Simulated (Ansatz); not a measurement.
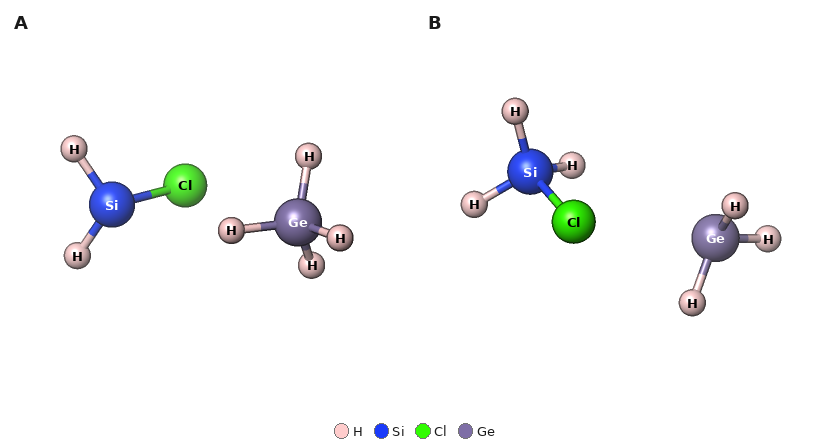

2 stationary structures of one formula. State: neutral, doublet. Geometries: PBE0-D4/def2-TZVP. Electronic energies: CCSD(T)/CBS (MP2 limit from def2-TZVPP and def2-QZVPP plus CCSD(T) − MP2) (Ansatz 0.2.0), without zero-point energy. Each is one conformer, not always the lowest.

**Which is lowest in energy, and by how much?**

B is lowest (a saddle point of order 1); A lies 5.9 kcal/mol above it (a saddle point of order 1).

Give E(B) − E(A) in kcal/mol at these levels too: UHF/STO-3G; B2PLYP (frozen core)/def2-TZVPP; r2SCAN0-D4/def2-TZVPP; ωB97M-V/def2-TZVPP; CCSD(T)/CBS (MP2 limit from def2-TZVPP and def2-QZVPP plus CCSD(T) − MP2); UHF-CCSD(T) (frozen core)/def2-SVP; PBE0-D4/def2-SVP; B97M-V/def2-TZVPP.

```json
{"level": "UHF/STO-3G", "E(B) − E(A) (kcal/mol)": "+3.0"}
{"level": "B2PLYP (frozen core)/def2-TZVPP", "E(B) − E(A) (kcal/mol)": "−6.0"}
{"level": "r2SCAN0-D4/def2-TZVPP", "E(B) − E(A) (kcal/mol)": "−5.3"}
{"level": "ωB97M-V/def2-TZVPP", "E(B) − E(A) (kcal/mol)": "−7.7"}
{"level": "CCSD(T)/CBS (MP2 limit from def2-TZVPP and def2-QZVPP plus CCSD(T) − MP2)", "E(B) − E(A) (kcal/mol)": "−5.9"}
{"level": "UHF-CCSD(T) (frozen core)/def2-SVP", "E(B) − E(A) (kcal/mol)": "−5.9"}
{"level": "PBE0-D4/def2-SVP", "E(B) − E(A) (kcal/mol)": "−4.3"}
{"level": "B97M-V/def2-TZVPP", "E(B) − E(A) (kcal/mol)": "−3.6"}
```
